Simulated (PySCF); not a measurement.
**Run report: C5H6, geometry relaxation (part 2 of 3)**

C5H6 (Cyclopropylacetylene); PBE0/6-31G*, RKS (PySCF 2.14.0). The geometry comes from this level: GFN2-xTB.

Geometry of the input (Å):
```
C  -0.8766  2.3235  0.1916
C  -0.2520  1.3047  0.2759
C  0.4920  0.0895  0.3706
C  -0.2436  -1.2252  0.3546
C  0.5722  -0.8184  -0.8291
H  -1.4240  3.2147  0.1192
H  1.3705  0.1644  1.0017
H  0.1227  -2.0168  0.9909
H  -1.3190  -1.1963  0.2650
H  1.5061  -1.3269  -1.0160
H  0.0517  -0.5132  -1.7243
```

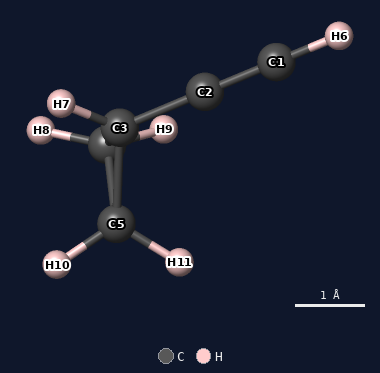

Figure 1. The input geometry (ball-and-stick view, seen at a tilt; atoms are numbered from 1 in the order of the input).

### Output, continued
```
Geometry optimization cycle 6
Cartesian coordinates (Angstrom)
 Atom        New coordinates             dX        dY        dZ
   C  -0.882824   2.346270   0.197251    0.000265  0.000726  0.001109
   C  -0.258518   1.314103   0.273110   -0.000419  0.000196 -0.000040
   C   0.483998   0.088243   0.363976   -0.000992 -0.000161 -0.000688
   C  -0.243137  -1.239485   0.349450    0.000089 -0.000575 -0.000100
   C   0.572305  -0.833583  -0.833609    0.000052 -0.000489 -0.000150
   H  -1.434871   3.256439   0.129521    0.000873  0.001191  0.001397
   H   1.371141   0.137266   0.992255   -0.000856 -0.000467 -0.000753
   H   0.138256  -2.018885   1.002702   -0.000668 -0.000082  0.000962
   H  -1.324463  -1.206333   0.261577    0.000128 -0.001656 -0.001575
   H   1.523012  -1.329587  -1.006233    0.000527  0.000679 -0.000998
   H   0.050184  -0.522139  -1.732758   -0.001012 -0.002040 -0.000129
converged SCF energy = -193.793306957228
--------------- RKS_Scanner gradients ---------------
         x                y                z
0 C    -0.0000058924     0.0000014305    -0.0000206042
1 C     0.0000221460    -0.0000238872     0.0000189278
2 C    -0.0000104354     0.0000628684     0.0000106695
3 C     0.0000014378    -0.0000016968    -0.0000181379
4 C    -0.0000118300    -0.0000108574     0.0000058591
5 H    -0.0000055759     0.0000062150     0.0000032576
6 H     0.0000039136    -0.0000154504    -0.0000022687
7 H     0.0000013403    -0.0000009745     0.0000024120
8 H    -0.0000006227    -0.0000067000     0.0000069392
9 H     0.0000029811    -0.0000008698     0.0000010857
10 H     0.0000084451    -0.0000024471    -0.0000053059
----------------------------------------------
cycle 6: E = -193.793306957  dE = -4.91013e-07  norm(grad) = 8.50861e-05
Step    5 : Displace = 1.367e-03/2.149e-03 (rms/max) Trust = 3.000e-01 (+) Grad = 2.565e-05/6.462e-05 (rms/max) E (change) = -193.7933069572 (-4.910e-07) Quality = 0.831
Hessian Eigenvalues: 1.49665e-02 3.22596e-02 3.28413e-02 ... 4.09164e-01 4.22445e-01 1.11254e+00

Geometry optimization cycle 7
Cartesian coordinates (Angstrom)
 Atom        New coordinates             dX        dY        dZ
   C  -0.882792   2.346230   0.197447    0.000031 -0.000040  0.000196
   C  -0.258589   1.313993   0.273116   -0.000071 -0.000111  0.000006
   C   0.483905   0.088078   0.363892   -0.000092 -0.000166 -0.000085
   C  -0.243213  -1.239617   0.349375   -0.000076 -0.000132 -0.000076
   C   0.572207  -0.833666  -0.833709   -0.000098 -0.000083 -0.000101
   H  -1.434731   3.256463   0.129781    0.000140  0.000024  0.000260
   H   1.371050   0.137167   0.992168   -0.000091 -0.000099 -0.000088
   H   0.138120  -2.019050   1.002616   -0.000136 -0.000166 -0.000086
   H  -1.324534  -1.206440   0.261434   -0.000071 -0.000107 -0.000143
   H   1.522906  -1.329638  -1.006457   -0.000106 -0.000051 -0.000224
   H   0.049974  -0.522218  -1.732793   -0.000210 -0.000079 -0.000035
converged SCF energy = -193.79330697187
--------------- RKS_Scanner gradients ---------------
         x                y                z
0 C    -0.0000034682    -0.0000013817    -0.0000157868
1 C     0.0000100829    -0.0000024680     0.0000149209
2 C    -0.0000093244     0.0000177235    -0.0000033840
3 C     0.0000086118     0.0000065416    -0.0000066298
4 C    -0.0000028753    -0.0000001429     0.0000123966
5 H    -0.0000023759     0.0000027098     0.0000023476
6 H     0.0000021413    -0.0000066661    -0.0000003491
7 H    -0.0000030595    -0.0000013050     0.0000030008
8 H    -0.0000006729    -0.0000049489     0.0000029273
9 H     0.0000020800     0.0000003819    -0.0000030049
10 H     0.0000047797    -0.0000028053    -0.0000035891
----------------------------------------------
cycle 7: E = -193.793306972  dE = -1.46428e-08  norm(grad) = 3.88235e-05
Step    6 : Displace = 8.697e-05/1.211e-04 (rms/max) Trust = 3.000e-01 (=) Grad = 1.171e-05/2.031e-05 (rms/max) E (change) = -193.7933069719 (-1.464e-08) Quality = 1.373
Hessian Eigenvalues: 1.38271e-02 2.32242e-02 3.28385e-02 ... 4.15313e-01 4.22134e-01 1.11319e+00

Geometry optimization cycle 8
Cartesian coordinates (Angstrom)
 Atom        New coordinates             dX        dY        dZ
   C  -0.882724   2.346080   0.197900    0.000069 -0.000150  0.000452
   C  -0.258714   1.313702   0.273162   -0.000125 -0.000291  0.000046
   C   0.483720   0.087695   0.363719   -0.000185 -0.000383 -0.000173
   C  -0.243453  -1.239928   0.349143   -0.000240 -0.000311 -0.000232
   C   0.571902  -0.833869  -0.833985   -0.000305 -0.000203 -0.000276
   H  -1.434467   3.256435   0.130387    0.000264 -0.000029  0.000606
   H   1.370892   0.136814   0.991956   -0.000159 -0.000353 -0.000212
   H   0.137847  -2.019458   1.002279   -0.000273 -0.000408 -0.000336
   H  -1.324767  -1.206623   0.261192   -0.000234 -0.000183 -0.000242
   H   1.522562  -1.329842  -1.006920   -0.000344 -0.000204 -0.000463
   H   0.049508  -0.522284  -1.732925   -0.000466 -0.000066 -0.000132
converged SCF energy = -193.793306985006
--------------- RKS_Scanner gradients ---------------
         x                y                z
0 C    -0.0000006684    -0.0000026175    -0.0000064391
1 C    -0.0000049634     0.0000178910     0.0000054744
2 C    -0.0000028163    -0.0000317321    -0.0000140886
3 C     0.0000085052     0.0000071811     0.0000088263
4 C     0.0000083023     0.0000078532     0.0000081738
5 H     0.0000020254    -0.0000017550     0.0000003907
6 H    -0.0000011558     0.0000068007     0.0000021054
7 H    -0.0000036311     0.0000009643     0.0000024373
8 H     0.0000007666     0.0000014623    -0.0000034136
9 H     0.0000010973     0.0000023111    -0.0000024731
10 H    -0.0000015095    -0.0000007187     0.0000018859
----------------------------------------------
cycle 8: E = -193.793306985  dE = -1.31359e-08  norm(grad) = 4.63554e-05
Step    7 : Displace = 1.129e-04/1.845e-04 (rms/max) Trust = 3.000e-01 (=) Grad = 1.398e-05/3.483e-05 (rms/max) E (change) = -193.7933069850 (-1.314e-08) Quality = 0.991
Hessian Eigenvalues: 8.73861e-03 1.70830e-02 3.28380e-02 ... 4.21240e-01 4.37199e-01 1.11867e+00

Geometry optimization cycle 9
Cartesian coordinates (Angstrom)
 Atom        New coordinates             dX        dY        dZ
   C  -0.882636   2.345864   0.198476    0.000088 -0.000216  0.000576
   C  -0.258830   1.313331   0.273265   -0.000116 -0.000371  0.000103
   C   0.483498   0.087221   0.363514   -0.000222 -0.000474 -0.000204
   C  -0.243801  -1.240319   0.348808   -0.000348 -0.000391 -0.000334
   C   0.571460  -0.834126  -0.834360   -0.000442 -0.000257 -0.000375
   H  -1.434195   3.256342   0.131162    0.000271 -0.000093  0.000775
   H   1.370734   0.136232   0.991669   -0.000157 -0.000582 -0.000287
   H   0.137501  -2.019995   1.001764   -0.000346 -0.000537 -0.000516
   H  -1.325115  -1.206844   0.260947   -0.000348 -0.000222 -0.000245
   H   1.522051  -1.330153  -1.007497   -0.000511 -0.000311 -0.000577
   H   0.048935  -0.522316  -1.733145   -0.000572 -0.000032 -0.000219
converged SCF energy = -193.79330698831
--------------- RKS_Scanner gradients ---------------
         x                y                z
0 C     0.0000016101    -0.0000018186     0.0000032857
1 C    -0.0000129878     0.0000233712    -0.0000044452
2 C     0.0000019696    -0.0000502321    -0.0000151001
3 C     0.0000038025     0.0000018315     0.0000182637
4 C     0.0000153549     0.0000088148    -0.0000009058
5 H     0.0000038811    -0.0000033822    -0.0000021704
6 H    -0.0000028423     0.0000143972     0.0000035226
7 H    -0.0000014993     0.0000031199     0.0000013203
8 H     0.0000020143     0.0000068063    -0.0000074617
9 H     0.0000005423     0.0000031313     0.0000004693
10 H    -0.0000058409     0.0000015843     0.0000061385
----------------------------------------------
cycle 9: E = -193.793306988  dE = -3.30391e-09  norm(grad) = 6.8085e-05
Step    8 : Displace = 8.086e-05/1.287e-04 (rms/max) Trust = 3.000e-01 (=) Grad = 2.053e-05/5.249e-05 (rms/max) E (change) = -193.7933069883 (-3.304e-09) Quality = 0.328
Hessian Eigenvalues: 3.02659e-03 1.60529e-02 3.28366e-02 ... 4.21048e-01 4.36167e-01 1.11849e+00

Geometry optimization cycle 10
Cartesian coordinates (Angstrom)
 Atom        New coordinates             dX        dY        dZ
   C  -0.882394   2.345230   0.200050    0.000242 -0.000634  0.001574
   C  -0.259081   1.312313   0.273629   -0.000250 -0.001017  0.000363
   C   0.482907   0.085920   0.362973   -0.000591 -0.001301 -0.000541
   C  -0.244813  -1.241382   0.347842   -0.001012 -0.001063 -0.000966
   C   0.570168  -0.834820  -0.835420   -0.001291 -0.000693 -0.001060
   H  -1.433540   3.255997   0.133301    0.000655 -0.000345  0.002139
   H   1.370362   0.134437   0.990857   -0.000372 -0.001795 -0.000812
   H   0.136507  -2.021510   1.000239   -0.000994 -0.001515 -0.001525
   H  -1.326140  -1.207454   0.260345   -0.001024 -0.000610 -0.000601
   H   1.520540  -1.331060  -1.009118   -0.001511 -0.000907 -0.001621
   H   0.047376  -0.522342  -1.733813   -0.001559 -0.000025 -0.000668
converged SCF energy = -193.793306981782
--------------- RKS_Scanner gradients ---------------
         x                y                z
0 C     0.0000061295     0.0000023445     0.0000252316
1 C    -0.0000233574     0.0000208714    -0.0000265511
2 C     0.0000099080    -0.0000611027    -0.0000087087
3 C    -0.0000072992    -0.0000102361     0.0000302742
4 C     0.0000243201     0.0000065873    -0.0000192254
5 H     0.0000050409    -0.0000044921    -0.0000087502
6 H    -0.0000046358     0.0000234431     0.0000051924
7 H     0.0000037627     0.0000065353    -0.0000011928
8 H     0.0000040142     0.0000146643    -0.0000123947
9 H    -0.0000003194     0.0000035455     0.0000069298
10 H    -0.0000113969     0.0000053877     0.0000122174
----------------------------------------------
cycle 10: E = -193.793306982  dE = 6.52827e-09  norm(grad) = 9.94213e-05
Step    9 : Displace = 1.407e-04/2.310e-04 (rms/max) Trust = 3.000e-01 (=) Grad = 2.998e-05/6.251e-05 (rms/max) E (change) = -193.7933069818 (+6.528e-09) Quality = -0.261
Poor-quality step dominated by net translation/rotation detected; will project out net forces and torques past this point.
Hessian Eigenvalues: 1.33934e-03 1.58731e-02 3.28352e-02 ... 4.20462e-01 4.29030e-01 1.11665e+00

Geometry optimization cycle 11
Cartesian coordinates (Angstrom)
 Atom        New coordinates             dX        dY        dZ
   C  -0.882153   2.344544   0.201596    0.000240 -0.000686  0.001546
   C  -0.259259   1.311296   0.274079   -0.000179 -0.001017  0.000451
   C   0.482336   0.084608   0.362454   -0.000570 -0.001312 -0.000520
   C  -0.245880  -1.242433   0.346831   -0.001067 -0.001052 -0.001011
   C   0.568800  -0.835495  -0.836507   -0.001368 -0.000675 -0.001088
   H  -1.432975   3.255553   0.135449    0.000565 -0.000444  0.002149
   H   1.370048   0.132449   0.990025   -0.000314 -0.001987 -0.000832
   H   0.135455  -2.023070   0.998610   -0.001052 -0.001561 -0.001629
   H  -1.327230  -1.208059   0.259809   -0.001090 -0.000605 -0.000536
   H   1.518920  -1.332011  -1.010795   -0.001620 -0.000951 -0.001677
   H   0.045816  -0.522298  -1.734538   -0.001560  0.000044 -0.000725
converged SCF energy = -193.793306977808
--------------- RKS_Scanner gradients ---------------
         x                y                z
0 C     0.0000098303     0.0000055691     0.0000407725
1 C    -0.0000260868     0.0000099270    -0.0000420798
2 C     0.0000142034    -0.0000438140     0.0000031513
3 C    -0.0000147435    -0.0000164080     0.0000295163
4 C     0.0000233004     0.0000027980    -0.0000283090
5 H     0.0000036667    -0.0000042088    -0.0000141116
6 H    -0.0000043058     0.0000223556     0.0000048803
7 H     0.0000075703     0.0000069088    -0.0000024431
8 H     0.0000041729     0.0000156337    -0.0000116088
9 H    -0.0000002224     0.0000022600     0.0000107309
10 H    -0.0000110356     0.0000064201     0.0000126337
----------------------------------------------
cycle 11: E = -193.793306978  dE = 3.97435e-09  norm(grad) = 0.000104422
Step   10 : Displace = 7.220e-05/1.572e-04 (rms/max) Trust = 7.036e-05 (-) Grad = 3.182e-05/4.881e-05 (rms/max) E (change) = -193.7933069778 (+3.974e-09) Quality = -0.119
Hessian Eigenvalues: 4.89244e-03 1.55630e-02 3.28279e-02 ... 4.12209e-01 4.22389e-01 1.11349e+00

Geometry optimization cycle 12
Cartesian coordinates (Angstrom)
 Atom        New coordinates             dX        dY        dZ
   C  -0.882156   2.344529   0.201558   -0.000003 -0.000015 -0.000038
   C  -0.259218   1.311310   0.274119    0.000041  0.000013  0.000040
   C   0.482355   0.084621   0.362474    0.000019  0.000013  0.000021
   C  -0.245882  -1.242416   0.346831   -0.000002  0.000017 -0.000000
   C   0.568793  -0.835475  -0.836500   -0.000007  0.000019  0.000008
   H  -1.433021   3.255517   0.135413   -0.000046 -0.000037 -0.000036
   H   1.370078   0.132409   0.990034    0.000030 -0.000041  0.000009
   H   0.135448  -2.023072   0.998596   -0.000008 -0.000001 -0.000014
   H  -1.327236  -1.208046   0.259833   -0.000006  0.000014  0.000024
   H   1.518905  -1.332007  -1.010800   -0.000015  0.000003 -0.000005
   H   0.045826  -0.522267  -1.734539    0.000010  0.000031 -0.000001
converged SCF energy = -193.793306986168
--------------- RKS_Scanner gradients ---------------
         x                y                z
0 C     0.0000071650     0.0000081187     0.0000371156
1 C    -0.0000166863    -0.0000001784    -0.0000367862
2 C     0.0000095167    -0.0000323522     0.0000028870
3 C    -0.0000127798    -0.0000137730     0.0000247483
4 C     0.0000200693     0.0000024399    -0.0000234243
5 H     0.0000017991    -0.0000022779    -0.0000136873
6 H    -0.0000036791     0.0000199987     0.0000043731
7 H     0.0000072161     0.0000050727    -0.0000015327
8 H     0.0000029918     0.0000134419    -0.0000102561
9 H     0.0000007410     0.0000013359     0.0000094640
10 H    -0.0000099976     0.0000056068     0.0000102330
----------------------------------------------
cycle 12: E = -193.793306986  dE = -8.36013e-09  norm(grad) = 8.67545e-05
Step   11 : Displace = 3.864e-05/6.375e-05 (rms/max) Trust = 3.518e-05 (-) Grad = 2.654e-05/4.271e-05 (rms/max) E (change) = -193.7933069862 (-8.360e-09) Quality = 0.920
Hessian Eigenvalues: 4.92506e-03 1.56017e-02 3.28251e-02 ... 4.21363e-01 4.37830e-01 1.12853e+00

Geometry optimization cycle 13
Cartesian coordinates (Angstrom)
 Atom        New coordinates             dX        dY        dZ
   C  -0.882162   2.344507   0.201506   -0.000006 -0.000022 -0.000052
   C  -0.259168   1.311327   0.274173    0.000050  0.000017  0.000054
   C   0.482379   0.084630   0.362500    0.000024  0.000009  0.000026
   C  -0.245886  -1.242397   0.346831   -0.000003  0.000019 -0.000000
   C   0.568783  -0.835451  -0.836492   -0.000010  0.000024  0.000008
   H  -1.433076   3.255469   0.135370   -0.000055 -0.000048 -0.000043
   H   1.370116   0.132352   0.990045    0.000038 -0.000057  0.000011
   H   0.135434  -2.023077   0.998575   -0.000013 -0.000005 -0.000020
   H  -1.327243  -1.208026   0.259862   -0.000007  0.000020  0.000029
   H   1.518883  -1.332003  -1.010813   -0.000022  0.000005 -0.000013
   H   0.045835  -0.522224  -1.734537    0.000008  0.000043  0.000002
converged SCF energy = -193.793306995374
--------------- RKS_Scanner gradients ---------------
         x                y                z
0 C     0.0000055214     0.0000078933     0.0000321383
1 C    -0.0000098074    -0.0000043710    -0.0000301280
2 C     0.0000050640    -0.0000236464     0.0000015612
3 C    -0.0000099712    -0.0000106651     0.0000197676
4 C     0.0000167342     0.0000021900    -0.0000175920
5 H     0.0000002933    -0.0000009187    -0.0000128521
6 H    -0.0000027752     0.0000171023     0.0000038647
7 H     0.0000063348     0.0000035866    -0.0000009026
8 H     0.0000021282     0.0000109990    -0.0000085676
9 H     0.0000012748     0.0000006510     0.0000079007
10 H    -0.0000084319     0.0000046014     0.0000079472
----------------------------------------------
cycle 13: E = -193.793306995  dE = -9.20599e-09  norm(grad) = 6.9914e-05
Step   12 : Displace = 5.015e-05/7.993e-05 (rms/max) Trust = 4.975e-05 (+) Grad = 2.150e-05/3.756e-05 (rms/max) E (change) = -193.7933069954 (-9.206e-09) Quality = 0.842
Hessian Eigenvalues: 4.93075e-03 1.56190e-02 3.28298e-02 ... 4.21379e-01 4.45200e-01 1.13154e+00
```
